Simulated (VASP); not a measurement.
# From one sheet to two: 1T-PtS2 monolayer, part 5 of 6

What are the lattice, gap and band positions of 1T-PtS2 monolayer, and what does a second sheet change?

VASP 6.6.1, plane waves and PAW; the level of theory is named at each step.

So far. Step 12 (A rigid stacking): Energy at zero smearing: -20.19576 eV.

## Step 13: Relaxing the bilayer

Level of this step: optB86b-vdW; plane waves and PAW (Pt, S) (VASP).

The lowest stacking relaxes at the monolayer's lattice.

Contents of INCAR:

```
SYSTEM = PtS2
PREC = Normal
ENCUT = 350
EDIFF = 1E-07
NELM = 120
ISMEAR = 0
SIGMA = 0.03
LREAL = .FALSE.
ALGO = Fast
GGA = MK
AGGAC = 0
LUSE_VDW = .TRUE.
PARAM1 = 0.1234
PARAM2 = 1
LASPH = .TRUE.
NBANDS = 28
LORBIT = 11
LWAVE = .FALSE.
LCHARG = .FALSE.
KPAR = 4
IBRION = 2
NSW = 70
ISIF = 2
EDIFFG = -0.004
POTIM = 0.8
MAXMIX = 40
IDIPOL = 3
LDIPOL = .TRUE.
DIPOL = 0.5 0.5 0.5
```

Contents of POSCAR:

```
PtS2
1.0
    3.5376312987      0.0000000000      0.0000000000
   -1.7688156493      3.0636785739      0.0000000000
    0.0000000000      0.0000000000     25.1032839472
Pt S
2 4
Direct
    0.0000000000      0.0000000000      0.3884281000
    0.0000000000      0.0000000000      0.6115719000
    0.3333333300      0.6666666700      0.3386011200
    0.6666666700      0.3333333300      0.4382550900
    0.3333333300      0.6666666700      0.5617449100
    0.6666666700      0.3333333300      0.6613988800
```

Contents of KPOINTS:

```
Automatic mesh
0
Gamma
12 12 1
0 0 0
```

PAW data sets: Pt and S (PBE family, release 64).

Started as:

```
$ mpirun -np 4 vasp_std
```

What it wrote:

```text
[... set-up lines as in an earlier step ...]
 entering main loop
       N       E                     dE             d eps       ncg     rms          rms(c)
[... 5 cycles as in an earlier step ...]
RMM:   6    -0.206035942909E+02    0.22729E+01   -0.14661E+01  1064   0.183E+01    0.147E+01
RMM:   7    -0.202733021906E+02    0.33029E+00   -0.20002E+00  1064   0.806E+00    0.612E+00
RMM:   8    -0.201904651424E+02    0.82837E-01   -0.20090E-01  1072   0.261E+00    0.930E-01
RMM:   9    -0.201959877355E+02   -0.55226E-02   -0.11196E-01  1071   0.147E+00    0.322E-01
RMM:  10    -0.201957327779E+02    0.25496E-03   -0.13565E-02  1098   0.688E-01    0.225E-01
RMM:  11    -0.201960546641E+02   -0.32189E-03   -0.40163E-03  1283   0.312E-01    0.139E-01
RMM:  12    -0.201959579054E+02    0.96759E-04   -0.86660E-04  1066   0.153E-01    0.879E-02
RMM:  13    -0.201959638934E+02   -0.59880E-05   -0.15494E-04  1120   0.652E-02    0.614E-02
RMM:  14    -0.201959657149E+02   -0.18215E-05   -0.30772E-05  1206   0.296E-02    0.502E-02
RMM:  15    -0.201959929952E+02   -0.27280E-04   -0.19147E-05  1066   0.203E-02    0.148E-02
RMM:  16    -0.201960013844E+02   -0.83892E-05   -0.77996E-06  1087   0.112E-02    0.812E-03
RMM:  17    -0.201960122044E+02   -0.10820E-04   -0.28764E-06  1097   0.612E-03    0.406E-03
RMM:  18    -0.201960314412E+02   -0.19237E-04   -0.35067E-06  1009   0.693E-03    0.334E-03
RMM:  19    -0.201960344656E+02   -0.30244E-05   -0.40428E-07   757   0.236E-03    0.218E-03
RMM:  20    -0.201960437821E+02   -0.93165E-05   -0.19266E-06   923   0.394E-03    0.185E-03
RMM:  21    -0.201960475540E+02   -0.37718E-05   -0.85949E-07   794   0.256E-03    0.134E-03
RMM:  22    -0.201960485706E+02   -0.10166E-05   -0.14592E-07   686   0.142E-03    0.755E-04
RMM:  23    -0.201960490663E+02   -0.49568E-06   -0.51279E-08   611   0.977E-04    0.880E-04
RMM:  24    -0.201960493634E+02   -0.29713E-06   -0.16165E-08   421   0.585E-04    0.329E-04
RMM:  25    -0.201960498418E+02   -0.47837E-06   -0.17223E-08   584   0.751E-04    0.388E-04
RMM:  26    -0.201960499080E+02   -0.66254E-07   -0.46695E-09   330   0.448E-04
   1 F= -.20196050E+02 E0= -.20196050E+02  d E =-.201960E+02
 curvature:   0.00 expect dE= 0.000E+00 dE for cont linesearch  0.000E+00
 trial: gam= 0.00000 g(F)=  0.157E-02 g(S)=  0.000E+00 ort = 0.000E+00 (trialstep = 0.100E+01)
 search vector abs. value=  0.157E-02
 bond charge predicted
       N       E                     dE             d eps       ncg     rms          rms(c)
DAV:   1    -0.201958361759E+02    0.21367E-03   -0.52185E-01  1132   0.327E+00    0.250E-01
RMM:   2    -0.202011750062E+02   -0.53388E-02   -0.22040E-02  1064   0.750E-01    0.119E+00
RMM:   3    -0.201960144911E+02    0.51605E-02   -0.16040E-02  1064   0.547E-01    0.201E-01
RMM:   4    -0.201972043791E+02   -0.11899E-02   -0.61851E-03  1073   0.314E-01    0.203E-01
RMM:   5    -0.201967222458E+02    0.48213E-03   -0.69672E-04  1064   0.155E-01    0.844E-02
RMM:   6    -0.201966793746E+02    0.42871E-04   -0.48014E-04  1070   0.927E-02    0.172E-02
RMM:   7    -0.201966875533E+02   -0.81788E-05   -0.74293E-05  1134   0.404E-02    0.130E-02
RMM:   8    -0.201966922186E+02   -0.46653E-05   -0.17007E-05  1358   0.185E-02    0.118E-02
RMM:   9    -0.201966964289E+02   -0.42103E-05   -0.14355E-06  1063   0.564E-03    0.501E-03
RMM:  10    -0.201966965117E+02   -0.82805E-07   -0.19732E-06  1004   0.501E-03    0.193E-03
RMM:  11    -0.201966965270E+02   -0.15281E-07   -0.24126E-07   712   0.280E-03
   2 F= -.20196697E+02 E0= -.20196697E+02  d E =-.646619E-03
[... from here on, the cycles between the ionic steps are left out ...]
   3 F= -.20196716E+02 E0= -.20196716E+02  d E =-.666272E-03
   4 F= -.20197456E+02 E0= -.20197456E+02  d E =-.739906E-03
   5 F= -.20198082E+02 E0= -.20198082E+02  d E =-.136546E-02
   6 F= -.20198149E+02 E0= -.20198149E+02  d E =-.143319E-02
   7 F= -.20198517E+02 E0= -.20198517E+02  d E =-.367163E-03
   8 F= -.20199602E+02 E0= -.20199602E+02  d E =-.145274E-02
   9 F= -.20201714E+02 E0= -.20201714E+02  d E =-.356484E-02
  10 F= -.20205702E+02 E0= -.20205702E+02  d E =-.755225E-02
  11 F= -.20212921E+02 E0= -.20212921E+02  d E =-.147718E-01
  12 F= -.20223157E+02 E0= -.20223157E+02  d E =-.250078E-01
  13 F= -.20215709E+02 E0= -.20215709E+02  d E =-.175599E-01
  14 F= -.20225924E+02 E0= -.20225924E+02  d E =-.277748E-01
  15 F= -.20226123E+02 E0= -.20226123E+02  d E =-.279737E-01
  16 F= -.20218683E+02 E0= -.20218683E+02  d E =0.743999E-02
  17 F= -.20226722E+02 E0= -.20226722E+02  d E =-.598516E-03
  18 F= -.20225585E+02 E0= -.20225585E+02  d E =0.113655E-02
 trial-energy change:    0.001137  1 .order    0.001149   -0.000602    0.002899
 step:   0.5749(harm=  0.5649)  dis= 0.00113  next Energy=   -20.226774 (dE=-0.527E-04)
 bond charge predicted
       N       E                     dE             d eps       ncg     rms          rms(c)
DAV:   1    -0.202259969836E+02   -0.41196E-03   -0.36992E-01  1064   0.279E+00    0.249E-01
RMM:   2    -0.202265621554E+02   -0.56517E-03   -0.67260E-03  1064   0.535E-01    0.654E-02
RMM:   3    -0.202267170034E+02   -0.15485E-03   -0.13065E-03  1098   0.222E-01    0.193E-02
RMM:   4    -0.202267630107E+02   -0.46007E-04   -0.41560E-04  1277   0.102E-01    0.109E-02
RMM:   5    -0.202267735284E+02   -0.10518E-04   -0.47736E-05  1257   0.340E-02    0.129E-02
RMM:   6    -0.202267747783E+02   -0.12499E-05   -0.41417E-06  1116   0.942E-03    0.766E-03
RMM:   7    -0.202267741874E+02    0.59087E-06   -0.14969E-06  1098   0.557E-03    0.492E-03
RMM:   8    -0.202267742491E+02   -0.61704E-07   -0.26568E-07   716   0.258E-03
  19 F= -.20226774E+02 E0= -.20226774E+02  d E =-.526651E-04
 curvature:  -0.33 expect dE=-0.798E-07 dE for cont linesearch -0.358E-07
 trial: gam= 0.00000 g(F)=  0.244E-06 g(S)=  0.000E+00 ort =-0.482E-05 (trialstep = 0.274E+01)
 search vector abs. value=  0.244E-06
 reached required accuracy - stopping structural energy minimisation
```

Wall time 12 min (4 MPI ranks of Intel Xeon Platinum 8488C (Sapphire Rapids), shared host); peak memory 1.7 GiB.

OUTCAR, selected parts (step 13):

```text
   NELECT =      44.0000    total number of electrons

 dipolmoment           0.000000      0.000000     -0.000001 electrons x Angstroem

 E-fermi :  -0.6548

 k-point     1 :       0.0000    0.0000    0.0000
  band No.  band energies     occupation
    ...
     18      -1.8742      2.00000
     19      -1.8742      2.00000
     20      -1.7306      2.00000
     21      -1.7306      2.00000
     22      -1.1942      2.00000
     23       1.4759      0.00000
     24       1.4760      0.00000
     25       1.7802      0.00000
     26       1.7802      0.00000
     27       3.6649      0.00000
    ...

Total vdW correction in eV:      6.5356341

  Total        0.8109324      0.8109324     -0.1826241      0.0000000      0.0000000     -0.0000000
  in kB        4.7753907      4.7753907     -1.0754305      0.0000000      0.0000000     -0.0000000
  external PRESSURE =       2.8251170 kB  Pullay stress =       0.0000000 kB

 POSITION                                       TOTAL-FORCE (eV/Angst)
 -----------------------------------------------------------------------------------
     -0.00000      0.00000     10.02310         0.000000      0.000000     -0.000094
     -0.00000      0.00000     15.08018         0.000000      0.000000      0.000094
     -0.00000      2.04245      8.76280         0.000000     -0.000000     -0.001074
      1.76882      1.02123     11.26209         0.000000      0.000000      0.000647
     -0.00000      2.04245     13.84120        -0.000000     -0.000000     -0.000647
      1.76882      1.02123     16.34049        -0.000000     -0.000000      0.001074
 -----------------------------------------------------------------------------------
    total drift:                               -0.000000      0.000000     -0.000029

  FREE ENERGIE OF THE ION-ELECTRON SYSTEM (eV)
  ---------------------------------------------------
  free  energy   TOTEN  =       -20.2267742491 eV

  energy  without entropy=      -20.2267742491  energy(sigma->0) =      -20.22677425

Total vdW correction in eV:      6.5356129

 vacuum level on the upper side and lower side of the slab         4.044         4.044

[... 9 parts as in an earlier step ...]

[... 9 further parts left out ...]
```

CONTCAR:

```
PtS2
   1.00000000000000
     3.5376312987000000    0.0000000000000000    0.0000000000000000
    -1.7688156493000000    3.0636785738999999    0.0000000000000000
     0.0000000000000000    0.0000000000000000   25.1032839472000013
  Pt              S
     2     4
Direct
     0.0000000000000000    0.0000000000000000    0.3992745208075273
     0.0000000000000000    0.0000000000000000    0.6007254791924729
     0.3333333300000021    0.6666666699999979    0.3490697780045639
     0.6666666699999979    0.3333333300000021    0.4486300620454515
     0.3333333300000021    0.6666666699999979    0.5513699379545485
     0.6666666699999979    0.3333333300000021    0.6509302219954360
```

The steps of the relaxation:

```
step  energy less that of the first step (eV)  largest force (eV/Å)
   1                                   0.0000                0.0872
   2                                  -0.0006                0.0627
   3                                  -0.0007                0.0591
   4                                  -0.0014                0.0609
   5                                  -0.0020                0.1020
   6                                  -0.0021                0.0922
   7                                  -0.0025                0.0919
   8                                  -0.0036                0.0913
   9                                  -0.0057                0.0887
  10                                  -0.0097                0.0841
  11                                  -0.0169                0.0792
  12                                  -0.0271                0.0623
  13                                  -0.0197                0.1378
  14                                  -0.0299                0.0718
  15                                  -0.0301                0.0790
  16                                  -0.0226                0.3153
  17                                  -0.0307                0.0262
  18                                  -0.0295                0.1233
  19                                  -0.0307                0.0011
```

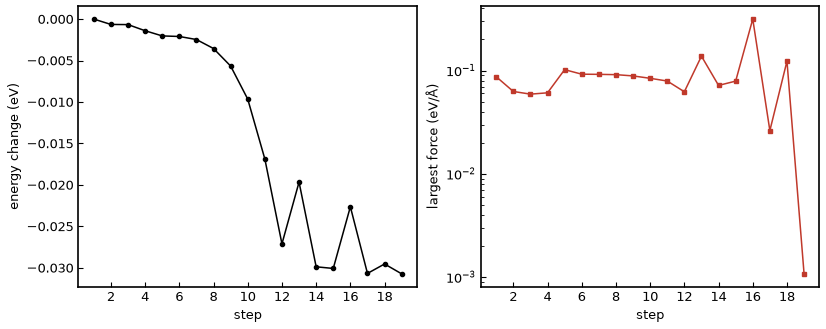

Energy and largest force along the relaxation.

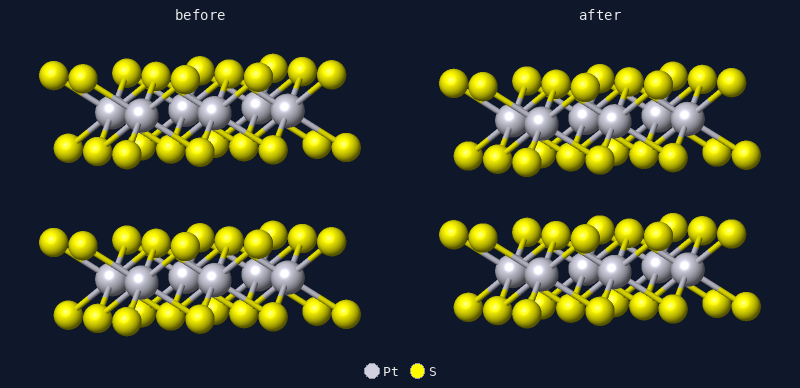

The structure before and after the relaxation, drawn at the same scale.

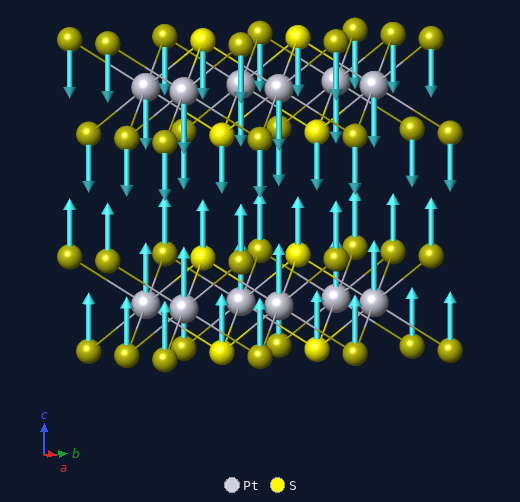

Displacements in the relaxation, exaggerated; the longest in the cell stands for 0.27 Å. 1×2×1 cells are drawn. Some periodic images of atoms are drawn too.

The atoms that moved most (Å):

```
atom     dx     dy      dz  length
 Pt1  0.000  0.000   0.272   0.272
 Pt2  0.000  0.000  -0.272   0.272
  S3  0.000  0.000   0.263   0.263
  S6  0.000  0.000  -0.263   0.263
  S5  0.000  0.000  -0.260   0.260
  S4  0.000  0.000   0.260   0.260
```

The relaxed structure:

```
Pt S
1.0
     3.53763    0.00000    0.00000
    -1.76882    3.06368    0.00000
     0.00000    0.00000   25.10328
Pt S
2 4
Direct
  0.00000 0.00000 0.39927
  0.00000 0.00000 0.60073
  0.33333 0.66667 0.34907
  0.66667 0.33333 0.44863
  0.33333 0.66667 0.55137
  0.66667 0.33333 0.65093
```

Numbers from this step:

| Property | Result |
| --- | --- |
| electronic cycles | 270 |
| free energy (TOTEN) | -20.23 eV |
| Fermi energy | -0.6548 eV |
| dipole moment | 0, 0, -1.00e-6 e·Å |
| gap on the k-mesh | 0.9122 eV |
| least direct gap on the k-mesh | 1.374 eV |

The run ended after 19 ionic steps, 0.031 eV below its first step, once the forces on the free atoms met EDIFFG = -0.004.

(Part 5 of 6 ends here.)

[Lines on the potential files, build, host, timing and source positions are cut from VASP's logs without a mark.]

[Logs are printed without paths, hosts, clocks, repeated set-up lines and the standing remarks that a program may print on its own settings, such as how far it seeks lower states.]

[Hosts, paths, dates, database ids (printed as entryN), source tags and the programs' standing remarks are cut or masked in the printed files.]

[Runs that stopped without an error message from VASP are left out.]
